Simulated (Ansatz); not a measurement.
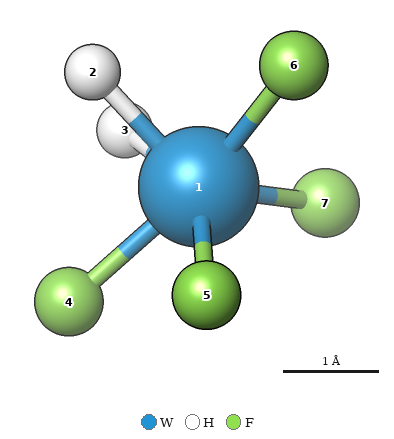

*The input geometry (ball-and-stick view, seen at a tilt; atoms are numbered from 1 in the order of the input). Sticks mark near contacts.*

Bond lengths as drawn: F–W 1.84 to 1.88 Å and H–W 1.65 to 1.67 Å.

**Phonon calculation, with input and output: WH2F4**

The run: phonon calculation of WH2F4. Method and program: RHF/def2-SVP (Ansatz 0.2.0).

It belongs to a series of runs on one base structure; here: vibrations at the highest image of the band. Figures and captions count atoms from 1; the log counts them from 0 in places.

**Input**
```yaml
crystal:
  periodic: [false, false, false]
  atoms:
    - { symbol: W, position_ang: [-0.005721, -0.035434, 0.007618] }
    - { symbol: H, position_ang: [0.73103, -0.331965, 1.45523] }
    - { symbol: H, position_ang: [1.554174, 0.50137, 0.283807] }
    - { symbol: F, position_ang: [-0.181036, 1.754084, 0.474472] }
    - { symbol: F, position_ang: [-1.875115, 0.162431, 0.139981] }
    - { symbol: F, position_ang: [-0.160986, -1.87163, 0.092033] }
    - { symbol: F, position_ang: [0.707352, -0.178858, -1.683444] }
basis:
  gaussian: { orbitals: def2-SVP }
hamiltonian:
  xc: hf
phonons: {}
```

Launched with:
```bash
ansatz run input.yaml --threads 1 --pin off --max-ram 2048MiB --backend cpu --events-out ev --progress --plain --runs-dir out
```

**Output**
```
Engine: ansatz 0.2.0, aarch64-unknown-linux-gnu
Functional definition: HF
  exchange = exact_x
  correlation = 0
1017 factors; integrals over basis functions are off by at most 1.9e-4 eV
mean field evaluation 1: about -12645.9185 eV, gradient 6.4e1 eV
mean field evaluation 2: about -12646.1223 eV, gradient 6.5e1 eV
mean field evaluation 4: about -12654.2477 eV, gradient 3.2e0 eV
mean field evaluation 8: about -12654.3300 eV, gradient 4.9e-1 eV
mean field -12654.33158633 eV, -465.0381083838 hartree, gradient 2.0e-5 eV, S^2 0.000000; 0 other end points of the search recorded, 0 dependent functions left out
the calculation of the forces begins
reference -12654.33158633 eV, -465.0381083838 hartree; 26, 26 occupied and 72, 72 virtual orbitals, 1017 factors
these checks for a lower state are left out or cut short: stability, starts, cluster_reference, orbital_swaps, neighbouring_geometries, increment
1017 factors; integrals over basis functions are off by at most 1.9e-4 eV
mean field evaluation 16: about -12653.9803 eV, gradient 8.1e-3 eV
mean field -12654.33137116 eV, -465.0381004761 hartree, gradient 4.2e-6 eV, S^2 0.000000; 0 other end points of the search recorded, 0 dependent functions left out
[... from here on the field's lines of each further geometry are left out, up to the last ...]
the calculation of the forces begins
reference -12654.33149159 eV, -465.0381049020 hartree; 26, 26 occupied and 72, 72 virtual orbitals, 1017 factors
these checks for a lower state are left out or cut short: stability, starts, cluster_reference, orbital_swaps, neighbouring_geometries, increment
1017 factors; integrals over basis functions are off by at most 1.9e-4 eV
mean field evaluation 384: about -12653.9754 eV, gradient 2.5e0 eV
mean field -12654.33149240 eV, -465.0381049316 hartree, gradient 4.2e-6 eV, S^2 0.000000; 0 other end points of the search recorded, 0 dependent functions left out
the calculation of the forces begins
reference -12654.33149240 eV, -465.0381049316 hartree; 26, 26 occupied and 72, 72 virtual orbitals, 1017 factors
WARN: phonons: modes at or below zero, which the zero-point energy, F, S and C_V leave out: 1, the lowest at -170.88 cm⁻¹. A minimum has none, and a first-order saddle one
Total energy: -12654.33158633 eV, -465.0381083838 hartree
Atom 0 at    -0.005721    -0.035434     0.007618 Å, force    -0.000130    -0.000302    -0.000301 eV/Å
Atom 1 at     0.731030    -0.331965     1.455230 Å, force     0.000118     0.000067     0.000171 eV/Å
Atom 2 at     1.554174     0.501370     0.283807 Å, force     0.000010    -0.000030     0.000134 eV/Å
Atom 3 at    -0.181036     1.754084     0.474472 Å, force    -0.000042     0.000101    -0.000004 eV/Å
Atom 4 at    -1.875115     0.162431     0.139981 Å, force     0.000100     0.000110    -0.000006 eV/Å
Atom 5 at    -0.160986    -1.871630     0.092033 Å, force     0.000034    -0.000057     0.000033 eV/Å
Atom 6 at     0.707352    -0.178858    -1.683444 Å, force    -0.000091     0.000111    -0.000026 eV/Å
Dipole moment:     0.307274    -0.089422     0.132093 e Å
Vibrations: -170.88 160.44 214.24 257.98 327.64 542.58 602.23 699.94 745.53 760.78 913.04 999.83 1082.49 2239.50 2333.86 cm⁻¹, zero-point energy 0.736471 eV
```

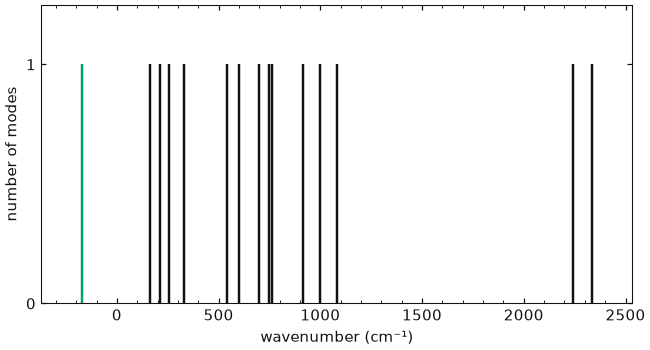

*Harmonic vibrational wavenumbers from the force constants; neighbouring modes closer than 11 cm⁻¹ are counted in one stick, and imaginary ones are drawn at negative wavenumbers.*

15 modes from 171i to 2334 cm⁻¹, 1 imaginary beyond 8i (171i cm⁻¹): a first-order saddle point, if the geometry is stationary.

**Key numbers**

| quantity | value |
| --- | --- |
| outcome | converged |
| total energy | −12654.3316 eV |
| mean-field energy | −12654.3316 eV |
| largest force (length of the vector) | under 0.001 eV/Å |
| hardware | 1 thread of Arm Neoverse V2, 24 GiB of memory available, shared host |
| wall time | 72 s |
| peak memory | 0.19 GiB |
